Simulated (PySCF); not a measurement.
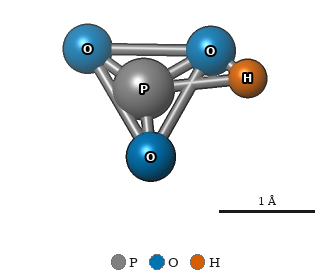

Fig. 1: The input geometry (ball-and-stick view, seen at a tilt). Bond lengths as drawn: H–O 0.50 Å, H–P 1.10 Å, O–O 1.30 to 1.38 Å and O–P 0.75 to 0.82 Å.

Single-point calculation of PHO$_{3}$

PHO$_{3}$, computed with RHF/lanl2dz, gradient (PySCF 2.14.0).

Some settings of this run were made unusual or wrong on purpose.

What the program printed
```
PySCF version 2.14.0

[INPUT] verbose = 4
[INPUT] num. atoms = 5
[INPUT] num. electrons = 30
[INPUT] charge = 0
[INPUT] spin (= nelec alpha-beta = 2S) = 0
[INPUT] symmetry False subgroup None
[INPUT] Mole.unit = bohr
[INPUT] Symbol           X                Y                Z      unit          X                Y                Z       unit  Magmom
[INPUT]  1 P      0.030163101022   0.049478069221   0.000000000000 AA    0.057000000000   0.093500000000   0.000000000000 Bohr   0.0
[INPUT]  2 O      0.778737183590  -0.006508879694   0.000000000000 AA    1.471600000000  -0.012300000000   0.000000000000 Bohr   0.0
[INPUT]  3 O     -0.449483122955   0.630990906301   0.000000000000 AA   -0.849400000000   1.192400000000   0.000000000000 Bohr   0.0
[INPUT]  4 O     -0.335339598560  -0.680151469195   0.000000000000 AA   -0.633700000000  -1.285300000000   0.000000000000 Bohr   0.0
[INPUT]  5 H     -0.834406626179  -0.633583874635   0.000000000000 AA   -1.576800000000  -1.197300000000   0.000000000000 Bohr   0.0

nuclear repulsion = 174.933061306237
number of shells = 21
number of NR pGTOs = 91
number of NR cGTOs = 37
basis = lanl2dz
ecp = {'P': 'lanl2dz'}

******** <class 'pyscf.df.df_jk.DFRHF'> ********
method = DFRHF
initial guess = minao
damping factor = 0
level_shift factor = 0
DIIS = <class 'pyscf.scf.diis.CDIIS'>
diis_start_cycle = 1
diis_space = 8
diis_damp = 0
SCF conv_tol = 1e-09
SCF conv_tol_grad = None
SCF max_cycles = 50
direct_scf = False
Set gradient conv threshold to 3.16228e-05
Initial guess from minao.
******** <class 'pyscf.df.df.DF'> ********
auxbasis = def2-universal-jkfit
init E= -225.371920332091
  HOMO = -0.379005880687842  LUMO = 0.211783028626389  gap/eV = 16.07619
cycle= 1 E= -219.77435887985  delta_E=  5.6  |g|= 0.976  |ddm|=  5.6
  HOMO = -0.222702998968931  LUMO = 0.241721232120875  gap/eV = 12.63763
cycle= 2 E= -219.920602477275  delta_E= -0.146  |g|= 0.332  |ddm|= 1.65
  HOMO = -0.384668719283368  LUMO = 0.216349905872427  gap/eV = 16.35455
cycle= 3 E= -219.941099562725  delta_E= -0.0205  |g|= 0.0574  |ddm|= 0.562
  HOMO = -0.36924478639261  LUMO = 0.2203074746015  gap/eV = 16.04253
cycle= 4 E= -219.942331604933  delta_E= -0.00123  |g|= 0.0139  |ddm|= 0.173
  HOMO = -0.372171689109383  LUMO = 0.21931900575914  gap/eV = 16.09528
cycle= 5 E= -219.942448482062  delta_E= -0.000117  |g|= 0.00347  |ddm|= 0.0796
  HOMO = -0.372019230983021  LUMO = 0.218976728721631  gap/eV = 16.08182
cycle= 6 E= -219.942456595118  delta_E= -8.11e-06  |g|= 0.000987  |ddm|= 0.0243
  HOMO = -0.372136301408425  LUMO = 0.21895920697614  gap/eV = 16.08453
cycle= 7 E= -219.94245728602  delta_E= -6.91e-07  |g|= 0.000185  |ddm|= 0.00868
  HOMO = -0.372123778655283  LUMO = 0.218958489984066  gap/eV = 16.08417
cycle= 8 E= -219.942457306289  delta_E= -2.03e-08  |g|= 5.97e-05  |ddm|= 0.0013
  HOMO = -0.372125301619629  LUMO = 0.218958106264353  gap/eV = 16.08420
cycle= 9 E= -219.942457308238  delta_E= -1.95e-09  |g|= 9.5e-06  |ddm|= 0.00039
  HOMO = -0.372125467725205  LUMO = 0.218958058636535  gap/eV = 16.08420
cycle= 10 E= -219.942457308307  delta_E= -6.96e-11  |g|= 2.11e-06  |ddm|= 7.67e-05
  HOMO = -0.372125361095556  LUMO = 0.218958127164537  gap/eV = 16.08420
```

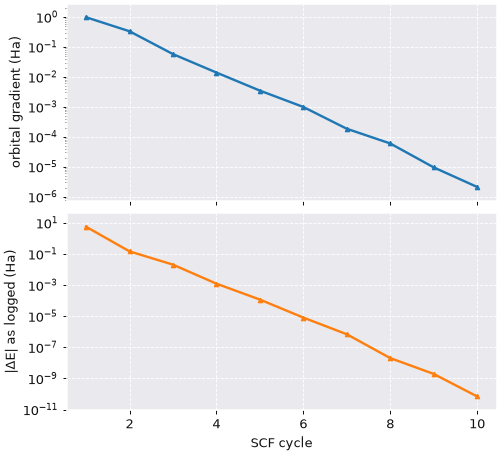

Fig. 2: Convergence of the self-consistent field: orbital gradient and size of the energy change against the SCF cycle. The residual falls at every step.

```
Extra cycle  E= -219.942457308312  delta_E= -4.15e-12  |g|= 9.12e-07  |ddm|= 1.33e-05
converged SCF energy = -219.942457308312

******** <class 'pyscf.df.grad.rhf.Gradients'> for <class 'pyscf.df.df_jk.DFRHF'> ********
unit = Eh/Bohr
--------------- DFRHF gradients ---------------
         x                y                z
0 P     0.0363138984     0.2215408787    -0.0000000000
1 O   -10.9569635189     0.5537102794    -0.0000000000
2 O     6.7372230265    -8.4239225900    -0.0000000000
3 O     0.9511450674     7.5886031523     0.0000000000
4 H     3.2322815266     0.0600682796    -0.0000000000
----------------------------------------------
Dipole moment(X, Y, Z, Debye): -2.46863, -1.31247,  0.00000
orbital energies (hartree): [-0.5422 -0.4529 -0.3721  0.219   0.2394  0.3134]
```

This output came from the following input.

The input
```python
from pyscf import gto, scf

mol = gto.M(
    atom='P 0.057 0.0935 0; O 1.4716 -0.0123 0; O -0.8494 1.1924 0; O -0.6337 -1.2853 0; H -1.5768 -1.1973 0',
    basis='lanl2dz',
    ecp={'P': 'lanl2dz'},
    charge=0,
    spin=0,
    unit='bohr',
    verbose=4,
)
mf = scf.RHF(mol)
mf = mf.density_fit(auxbasis='def2-universal-jkfit')
mf.kernel()
mf.nuc_grad_method().kernel()
mf.dip_moment()
print('orbital energies (hartree):', mf.mo_energy[..., max(0, mol.nelec[1]-3):mol.nelec[0]+3].round(4))
```

Launch command:
```bash
OMP_NUM_THREADS=1 python input.py
```

Outcome

| quantity | value |
| --- | --- |
| outcome | converged |
| SCF energy | −219.942457 hartree |
| dipole moment | 2.80 D |
| hardware | 1 CPU thread, shared host |
| wall time | 2.8 s |

What went wrong

Some settings of this run were drawn to be unusual or wrong. It converged; results that depend on the unusual settings are not reference values.
